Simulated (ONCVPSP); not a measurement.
Run report: Fe, pseudopotential generation

System: iron (Fe, Z = 26), core [Ne], reference valence 3s2 3p6 3d6 4s1 (an ion of charge +1), valence charge 16.
Method: ONCV potential, LDA (Perdew-Wang 92), scalar-relativistic, made with ONCVPSP 4.0.1.

### The input
```
# ATOM AND REFERENCE CONFIGURATION
# atsym  z   nc   nv     iexc    psfile
  Fe 26.00    3    4  -001012      upf
#
#   n    l    f
    1    0    2.00
    2    0    2.00
    2    1    6.00
    3    0    2.00
    3    1    6.00
    3    2    6.00
    4    0    1.00
#
# PSEUDOPOTENTIAL AND OPTIMIZATION
# lmax
    2
#
#   l,   rc,      ep,       ncon, nbas, qcut
    0    1.60    0.00    4    9    6.20
    1    1.25    0.00    4    9    9.30
    2    1.20    0.00    4    9   14.40
#
# LOCAL POTENTIAL
# lloc, lpopt,  rc(5),   dvloc0
    2    5    1.20    0.00
#
# VANDERBILT-KLEINMAN-BYLANDER PROJECTORs
# l, nproj, debl
    0    2    1.30
    1    2    3.30
    2    0    1.90
#
# MODEL CORE CHARGE
# icmod, fcfact, rcfact
    3    1.75    1.50
#
# LOG DERIVATIVE ANALYSIS
# epsh1, epsh2, depsh
   -5.00    5.00    0.04
#
# OUTPUT GRID
# rlmax, drl
    6.00    0.01
#
# TEST CONFIGURATIONS
# ncnf
    4
# nvcnf
#   n    l    f
    4
    3    0    2.00
    3    1    6.00
    3    2    6.00
    4    0    2.00
#
    4
    3    0    2.00
    3    1    6.00
    3    2    6.00
    4    0    0.00
#
    4
    3    0    2.00
    3    1    6.00
    3    2    5.00
    4    0    0.00
#
    5
    3    0    2.00
    3    1    6.00
    3    2    6.00
    4    0    1.00
    4    1    1.00
#
```

Launched with:
```bash
oncvpsp.x < Fe.dat > Fe.out
```

### Log (extracts)
```
ONCVPSP  (Optimized Norm-Conservinng Vanderbilt PSeudopotential)
scalar-relativistic version 4.0.1

#   n    l    f        energy (Ha)
    1    0    2.00    -2.5694882E+02
    2    0    2.00    -3.0368541E+01
    2    1    6.00    -2.5962846E+01
    3    0    2.00    -3.7528363E+00
    3    1    6.00    -2.5189647E+00
    3    2    6.00    -5.9804520E-01
    4    0    1.00    -4.6403105E-01

Reference configufation results
  iterations    28
  all-electron total energy (Ha)   -1.26985927D+03

Begin loop to  construct optimized pseudo wave functions
and semi-local pseudopoentials for all angular momenta

Calculating optimized projector #   1

 for l=   0

    Fraction of norm inside rc  0.981765
    Optimizing pswf for qcut=   6.20 a_B^-1,  ecut=  19.21 Ha
    Residual kinetic energy error=  1.61D-06 Ha

    Energy error per electron        Cutoff
         Ha          eV             Ha
         0.01000     0.27211        9.82
         0.00100     0.02721       12.83
         0.00010     0.00272       15.33
         0.00001     0.00027       17.35

Calculating optimized projector #   2

 for l=   0

    Fraction of norm inside rc  0.101634
    Optimizing pswf for qcut=   6.20 a_B^-1,  ecut=  19.21 Ha
    Residual kinetic energy error=  3.26D-05 Ha

    Energy error per electron        Cutoff
         Ha          eV             Ha
         0.01000     0.27211        7.23
         0.00100     0.02721       10.08
         0.00010     0.00272       12.62
         0.00001     0.00027       51.50

   Wellstate for l =  1  n =  5
     eigenvalue =   0.7810
     asymptotic potential =   1.2810
     half-point radius =  3.8987

Calculating optimized projector #   1

 for l=   1

    Fraction of norm inside rc  0.870366
    Optimizing pswf for qcut=   9.29 a_B^-1,  ecut=  43.16 Ha
    Residual kinetic energy error=  8.81D-06 Ha

    Energy error per electron        Cutoff
         Ha          eV             Ha
         0.01000     0.27211       25.67
         0.00100     0.02721       32.48
         0.00010     0.00272       37.87
         0.00001     0.00027       43.53

Calculating optimized projector #   2

 for l=   1

    Fraction of norm inside rc  0.037608
    Optimizing pswf for qcut=   9.29 a_B^-1,  ecut=  43.16 Ha
    Residual kinetic energy error=  1.78D-06 Ha

    Energy error per electron        Cutoff
         Ha          eV             Ha
         0.01000     0.27211       19.48
         0.00100     0.02721       27.60
         0.00010     0.00272       34.20
         0.00001     0.00027       39.55

Calculating optimized projector #   1

 for l=   2

    Fraction of norm inside rc  0.652280
    Optimizing pswf for qcut=  14.39 a_B^-1,  ecut= 103.59 Ha
    Residual kinetic energy error=  1.21D-07 Ha

    Energy error per electron        Cutoff
         Ha          eV             Ha
         0.01000     0.27211       59.65
         0.00100     0.02721       72.69
         0.00010     0.00272       82.65
         0.00001     0.00027       91.30

Construct Vanderbilt / Kleinmman-Bylander projectors

B matrix Hermiticity error, ll=   0
   1   2    3.4348E-04

  Orthonormal projector coefficients  1.8173E+01  3.6627E+00

B matrix Hermiticity error, ll=   1
   1   2   -3.0725E-04

  Orthonormal projector coefficients  9.7080E+00 -4.3833E+00

Model core correction analysis
  based on d2Exc/dn_idn_j

d2excae - all-electron derivatives

   -4.069418D-02   -3.804191D-02   -2.847732D-02   -2.968089D-03
   -3.804206D-02   -3.646626D-02   -2.798275D-02   -3.662982D-03
   -2.847767D-02   -2.798296D-02   -2.570576D-02   -9.599436D-03
   -2.968008D-03   -3.662652D-03   -9.594028D-03   -4.115102D-02

d2excps - pseudofunction derivatives with no core correction

   -5.088805D-02   -4.115767D-02   -3.185346D-02   -4.044379D-03
   -4.115834D-02   -3.946006D-02   -3.187082D-02   -3.867715D-03
   -3.185401D-02   -3.187106D-02   -2.832044D-02   -9.747330D-03
   -4.044618D-03   -3.867392D-03   -9.741927D-03   -4.124853D-02

rms 2nd derivative error    3.487662E-03

rmatch, rhocmatch    0.4095   45.8344

Teter function model core charge with specified parameters

d2excps - pseudofunction derivatives with core correction

   -4.266583D-02   -3.788143D-02   -2.982347D-02   -3.330213D-03
   -3.788145D-02   -3.760571D-02   -3.058123D-02   -3.603929D-03
   -2.982367D-02   -3.058143D-02   -2.739001D-02   -9.589547D-03
   -3.330138D-03   -3.603592D-03   -9.584139D-03   -4.118558D-02

rms 2nd derivative error    1.261758E-03

Pseudoatom total energy -123.694165

Diagnostic tests using Vanderbilt-Kleinman-Bylander pseudopotentials
  1 or more projectors used as specified by nproj input data

   l    rcore       rmatch      e in        delta e   norm test  slope test

   0   1.6016667   1.6502967  -3.7528363   0.0000032   1.0001658   1.0001419
   0   1.6016667   1.6502967  -0.4640310   0.0000024   1.0000268   1.0000209

   1   1.2532997   1.2913526  -2.5189647  -0.0000148   1.0002220   1.0002342
   1   1.2532997   1.2913526   0.7810353   0.0000281   1.0001802   1.0001802

   2   1.2019020   1.2383944  -0.5980452  -0.0000016   1.0000006   1.0000076

 Testing for bound ghosts
   n   l    E NL Schr. Eq   E Basis Diag.   E Cutoff

   1   0       -3.752833       -3.752831    136.98
   2   0       -0.464029       -0.427343    136.98

   2   1       -2.518980       -2.518924    252.09

 Testing for highly-localized positive-energy ghosts
       l    <radius>/rc     E Basis Diag.   E Cutoff

Test configuration 0

   n   l     f        eae           eps        diff
   1   0  2.0000 -256.94882019
   2   0  2.0000  -30.36854067
   2   1  6.0000  -25.96284607
   3   0  2.0000   -3.75283628   -3.75283305    3.23D-06
   3   1  6.0000   -2.51896474   -2.51897957   -1.48D-05
   3   2  6.0000   -0.59804520   -0.59804684   -1.64D-06
   4   0  1.0000   -0.46403105   -0.46402861    2.43D-06

    Total energies and differences
      AE_ref= -1.26985927D+03  AE_tst= -1.26985927D+03  dif=  0.00D+00
      PS_ref= -1.23694165D+02  PS_tst= -1.23694165D+02  dif=  5.68D-14
      PSP excitation error= -5.68D-14

Test configuration 1

   n   l     f        eae           eps        diff
   1   0  2.0000 -256.63032263
   2   0  2.0000  -30.05692186
   2   1  6.0000  -25.65062819
   3   0  2.0000   -3.43659968   -3.43660770   -8.02D-06
   3   1  6.0000   -2.20238692   -2.20245082   -6.39D-05
   3   2  6.0000   -0.28490252   -0.28476625    1.36D-04
   4   0  2.0000   -0.20146417   -0.20149003   -2.59D-05

    Total energies and differences
      AE_ref= -1.26985927D+03  AE_tst= -1.27018906D+03  dif= -3.30D-01
      PS_ref= -1.23694165D+02  PS_tst= -1.24023997D+02  dif= -3.30D-01
      PSP excitation error=  4.41D-05

Test configuration 2

   n   l     f        eae           eps        diff
   1   0  2.0000 -257.31913211
   2   0  2.0000  -30.72822338
   2   1  6.0000  -26.32344989
   3   0  2.0000   -4.11789648   -4.11824653   -3.50D-04
   3   1  6.0000   -2.88415261   -2.88425907   -1.06D-04
   3   2  6.0000   -0.95677749   -0.95709929   -3.22D-04

    Total energies and differences
      AE_ref= -1.26985927D+03  AE_tst= -1.26925344D+03  dif=  6.06D-01
      PS_ref= -1.23694165D+02  PS_tst= -1.23088307D+02  dif=  6.06D-01
      PSP excitation error= -3.09D-05

Test configuration 3

   n   l     f        eae           eps        diff
   1   0  2.0000 -258.03131058
   2   0  2.0000  -31.46328206
   2   1  6.0000  -27.05631795
   3   0  2.0000   -4.80375017   -4.81036397   -6.61D-03
   3   1  6.0000   -3.56117975   -3.56359277   -2.41D-03
   3   2  5.0000   -1.59925138   -1.59978260   -5.31D-04

    Total energies and differences
      AE_ref= -1.26985927D+03  AE_tst= -1.26798436D+03  dif=  1.87D+00
      PS_ref= -1.23694165D+02  PS_tst= -1.21818627D+02  dif=  1.88D+00
      PSP excitation error= -6.31D-04

Test configuration 4

   n   l     f        eae           eps        diff
   1   0  2.0000 -256.69407949
   2   0  2.0000  -30.11743713
   2   1  6.0000  -25.71131256
   3   0  2.0000   -3.50011922   -3.50043526   -3.16D-04
   3   1  6.0000   -2.26599358   -2.26612177   -1.28D-04
   3   2  6.0000   -0.34632508   -0.34627472    5.04D-05
   4   0  1.0000   -0.24106754   -0.24107549   -7.95D-06
   4   1  1.0000   -0.08269258   -0.08270000   -7.42D-06

    Total energies and differences
      AE_ref= -1.26985927D+03  AE_tst= -1.27003560D+03  dif= -1.76D-01
      PS_ref= -1.23694165D+02  PS_tst= -1.23870529D+02  dif= -1.76D-01
      PSP excitation error=  3.17D-05
```

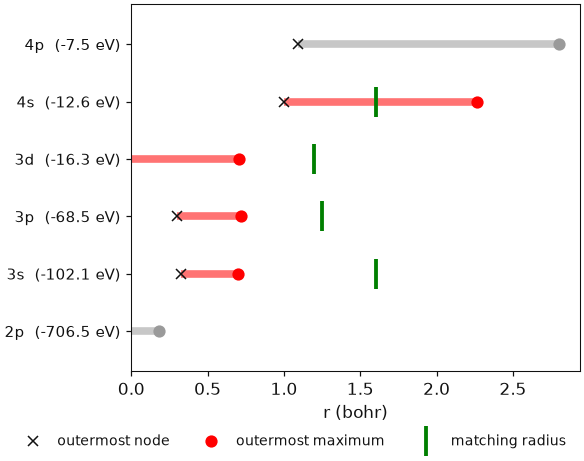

Fig. 1: Outer shells of the all-electron reference atom: each bar runs from the outermost node (or the nucleus) to the outermost maximum of u(r); the tick is the radius chosen for the pseudo-wave. Shells without a tick have no pseudo-wave of their own. Levels, nodes and maxima are from ld1.x, scalar-relativistic.

- Radii against the shells: 3s: 1.60 bohr, outside the maximum; 3p: 1.25 bohr, outside the maximum; 3d: 1.20 bohr, outside the maximum; 4s: 1.60 bohr, between node and maximum.

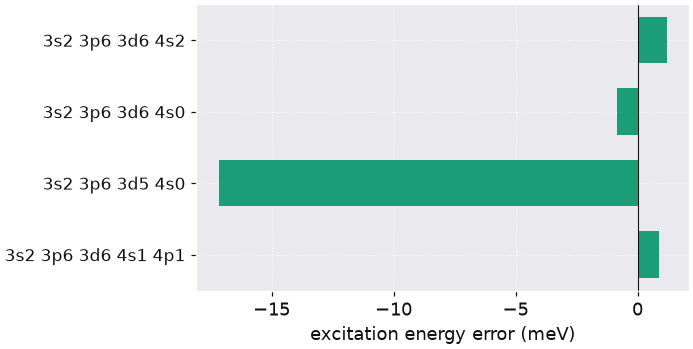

Fig. 2: Errors, all-electron minus pseudo, of the energies of valence configurations relative to the unpolarised reference 3s2 3p6 3d6 4s1.

- Worst configuration: 3s2 3p6 3d5 4s0 (charge +3): the error is -17 meV on an all-electron energy of +51.02 eV relative to the reference, or 0.034 %.
- Errors in meV: 3s2 3p6 3d6 4s2: +1.2; 3s2 3p6 3d6 4s0: -0.8; 3s2 3p6 3d5 4s0: -17; 3s2 3p6 3d6 4s1 4p1: +0.9.
- Configurations within 10 meV and within 50 meV: 3 and 4 of 4.

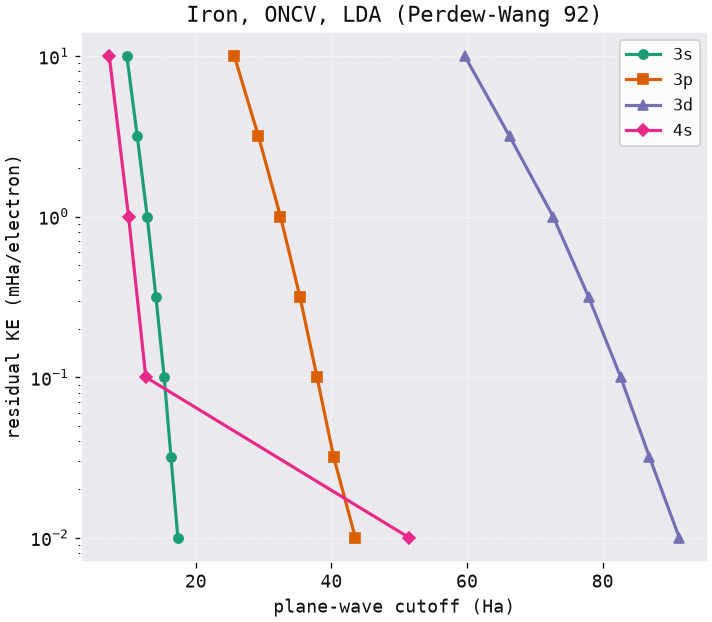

Fig. 3: Residual kinetic energy of the pseudo-waves (the first of each channel, and further valence shells) beyond the plane-wave cutoff, as the generator prints it.

- Hardest wave at 1 mHa per electron: 3d, with rc = 1.20 bohr and qcut = 14.4 1/bohr. The optimisation minimises, but can't always remove, the kinetic energy above qcut²/2 = 103.7 Ha, and a larger rc would as a rule soften the wave at some cost in transferability.
- Cutoffs for 1 mHa per electron: 3d: 73 Ha; 3p: 32 Ha; 3s: 13 Ha; 4s: 10 Ha.
- Cutoffs for the occupied states: 73 Ha for 1 mHa and 83 Ha for 0.1 mHa per electron. The first is set by 3d.

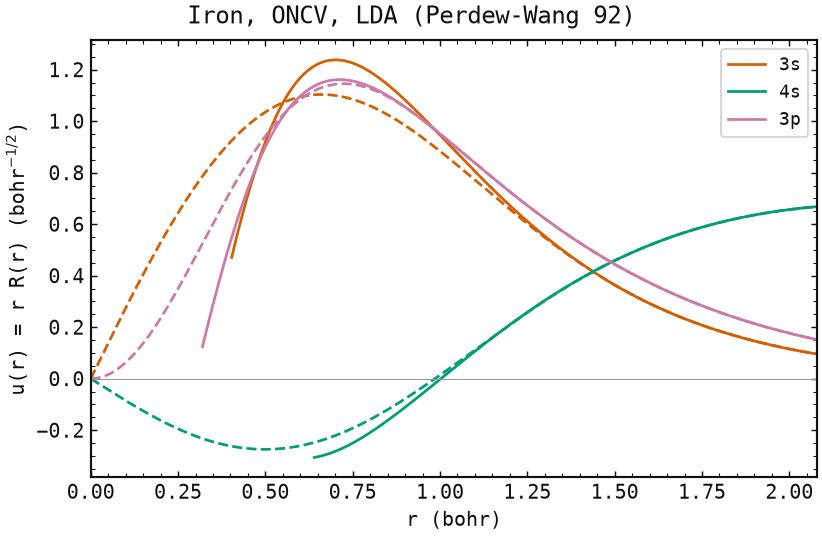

Fig. 4: Partial waves u(r) = r R(r), all-electron (solid) and pseudo (dashed). The innermost oscillations of some all-electron curves aren't drawn. Reference configuration 3s2 3p6 3d6 4s1.

- Matching radii: 3s at 1.60 bohr; 4s at 1.60 bohr; 3p at 1.25 bohr. The curves merge smoothly, so the plot gives these only roughly.
- Nodes of the pseudo-waves: 3s has no node; 4s has a node at about 1.0 bohr; 3p has no node. A node in 4s is expected, since a lower shell of the same l is also in the valence and the two must stay orthogonal.

### Summary

- outcome: generated
- cutoffs needed: 73 Ha and 83 Ha (the cutoffs at which the residual kinetic energy of the hardest occupied pseudo-wave falls to 1 and 0.1 mHa per electron)
- ghost test: no bound ghost flagged; no localised positive-energy state flagged
- largest excitation error: -17 meV (all-electron minus pseudo) for 3s2 3p6 3d5 4s0, out of 4 test configurations
- rms error of d²Exc/dni dnj: 3.49 mHa without and 1.26 mHa with the model core
- range over which the phases arctan(r R′/R) at the test radius agree within 0.05 rad (a looser test near the poles than one of phase shifts): s: over the whole range computed; p: over the whole range computed; d: up to about 2.2 Ha; f: not judged, local potential alone
- hardware: 1 CPU thread, shared host
- wall time: 5 s
